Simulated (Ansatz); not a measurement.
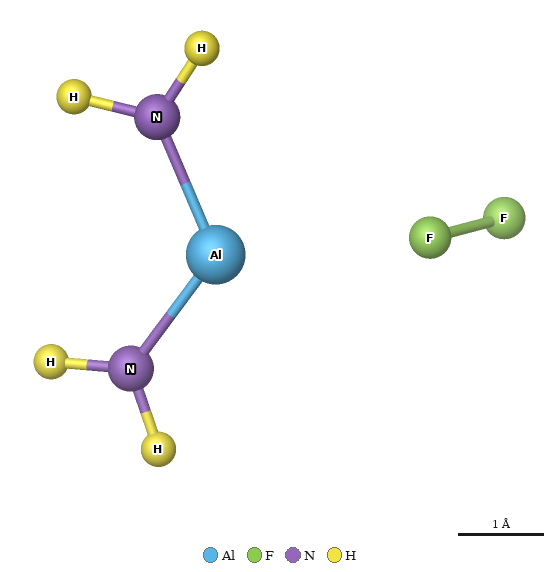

AlN₂H₄F₂ (multiplicity 2), before the relaxation. The picture is a ball-and-stick view, seen at a tilt.

The run prepares an end point of a later path (reaction) calculation, from a guessed geometry.

Level of theory: UKS B3LYP-D4/def2-SVP in Ansatz 0.2.0.

The input:
```yaml
crystal:
  periodic: [false, false, false]
  atoms:
    - { symbol: Al, position_ang: [0.007856, -0.54637, -0.402628] }
    - { symbol: F, position_ang: [-0.007804, -0.432337, 2.480106] }
    - { symbol: "N", position_ang: [1.551483, -0.0209, -1.122479] }
    - { symbol: H, position_ang: [2.463008, -0.365127, -0.836123] }
    - { symbol: H, position_ang: [1.663103, 0.725046, -1.804548] }
    - { symbol: "N", position_ang: [-1.542912, 0.07434, -1.024626] }
    - { symbol: H, position_ang: [-2.450365, -0.159576, -0.633548] }
    - { symbol: H, position_ang: [-1.662183, 0.649665, -1.856632] }
    - { symbol: F, position_ang: [-0.022185, 0.07526, 3.700478] }
magnetization:
  spin_polarized: true
  initial_magnetization: 1
basis:
  gaussian: { orbitals: def2-SVP }
hamiltonian:
  xc: b3lyp
  dispersion: d4
relax:
  f_tol: 0.03
  max_steps: 50
```

Run as
```bash
ansatz run input.yaml --threads 4 --pin off --max-ram 5120MiB --backend cpu --events-out ev --progress --plain --runs-dir out
```

Question: Predict the outcome.

Answer: Over 28 geometry steps the energy falls by 9.044 eV. Largest force component: 5.2 eV/Å at the start, 0.0046 eV/Å at the end. The atom that moves furthest after the best rigid fit is F9 (2.03 Å). Largest moves by element: F 2.03 Å, H 1.47 Å, Al 1.21 Å, N 0.65 Å. Some distances before and after: Al1–F9 4.150 → 1.671 Å, F2–F9 1.322 → 2.887 Å, Al1–F2 2.885 → 1.671 Å, Al1–N3 1.782 → 1.872 Å. New bonds form, among them: Al1–F2 (2.89 → 1.67 Å), Al1–F9 (4.15 → 1.67 Å). Bonds break, among them: F2–F9 (1.32 → 2.89 Å). Bond angles that change, for instance: N3–Al1–N6 120.7° → 87.8°, Al1–N3–H5 125.6° → 123.2°. Cost: 63 s on 4 threads of Arm Neoverse V1, with other jobs on the host, peak memory 0.27 GiB.

Step by step:

```csv
step,"E − E(0), eV","largest force component, eV/Å"
0,0.0000,5.2367
1,-0.5184,5.6011
2,-1.9903,7.0744
3,-3.7096,5.0679
4,-4.8186,2.3138
5,-5.1460,1.7885
6,-5.2516,0.4907
7,-5.2960,0.3104
8,-5.3324,0.1590
9,-5.3736,0.1881
10,-5.4232,0.2497
11,-5.4867,0.3353
12,-5.5767,0.4922
13,-5.7494,0.8749
14,-6.2836,2.8844
15,-7.3101,4.0323
16,-7.7552,3.4865
17,-8.1287,1.0903
18,-8.2457,0.3468
19,-8.3744,0.5831
20,-8.4978,1.0870
21,-8.6328,0.9243
22,-8.7728,0.6653
23,-8.8831,0.8721
24,-8.9643,0.6786
25,-9.0168,0.6396
26,-9.0425,0.0885
27,-9.0428,0.0562
28,-9.0437,0.0046
```

Final geometry:

```xyz
9

Al    0.0092   -0.2092    0.7601
F     0.0952   -1.8015    1.2589
N     1.2931    0.1584   -0.5515
H     1.5767   -0.5209   -1.2581
H     1.4931    1.0999   -0.8899
N    -1.3000    0.0181   -0.5583
H    -1.6001    0.9330   -0.8960
H    -1.5058   -0.6866   -1.2669
F    -0.0614    1.0089    1.9016
```

The end point in the same view:

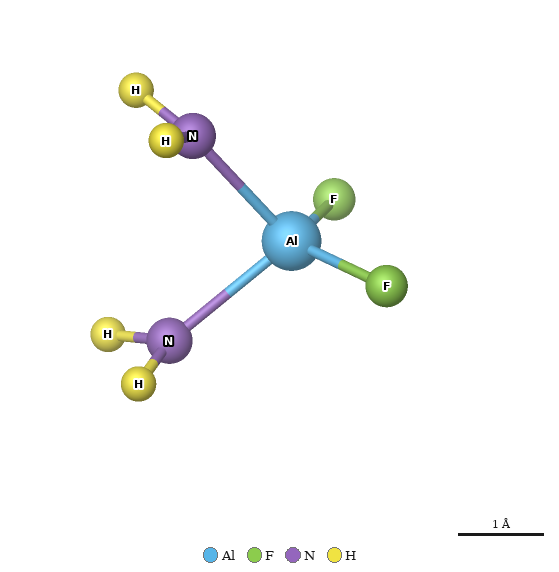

Limits of the set-up: the start holds two separate molecules, 2.9 Å apart at their closest, whose relative position is a soft coordinate.
